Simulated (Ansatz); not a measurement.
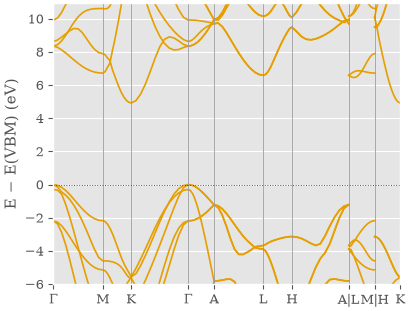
Figure. Band structure from LDA in the plane-wave PAW code Ansatz

Problem. Read off the gap and where the band edges lie.

Solution. About 4.9 eV (4.92 eV by a search for the band edges); maximum at Γ, minimum at K.

Problem. Which compound is it?
A. MgO, wurtzite
B. MgO, P6_3/mmc (Mg on 2c, O on 2d)
C. BN, wurtzite

Solution. C, BN, wurtzite

Space group P6_3mc (wurtzite). The LDA relaxation kept the symmetry of its start.

Potentials: the earlier of the program's two PAW sets. The files were generated under PBE; for other functionals the program regenerates the frozen cores, and for LDA and PBEsol the local potential too.
